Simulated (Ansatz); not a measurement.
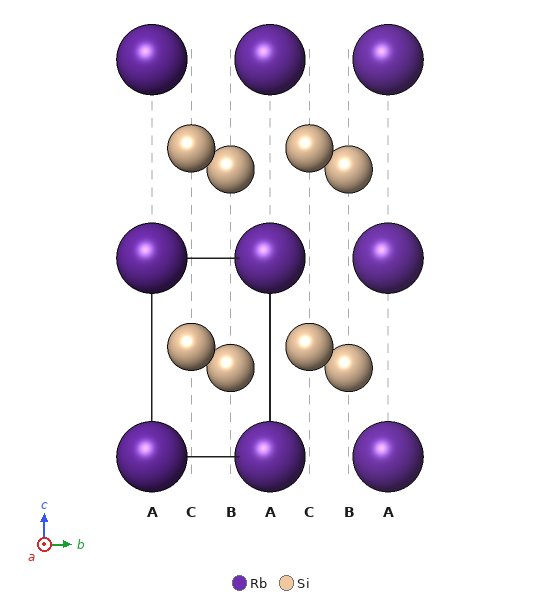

The picture looks along a close-packed row of the hexagonal mesh; c points upwards. The dashed lines mark the three columns A (0, 0), B (1/3, 2/3) and C (2/3, 1/3). The sequence starts with the first layer at or above the cell's origin.

The compound is RbSi₂, taken as coordinates from a relaxation at fixed volume with Ansatz, DFT PBE, scalar-relativistic, plane waves, PAW; the starting structure was generated, so it need not be a known form of this composition.

Q: Read off the stacking sequence over one period.

A: Rb(A) – Si(B) – Si(C) (three layers in 5.62 Å).
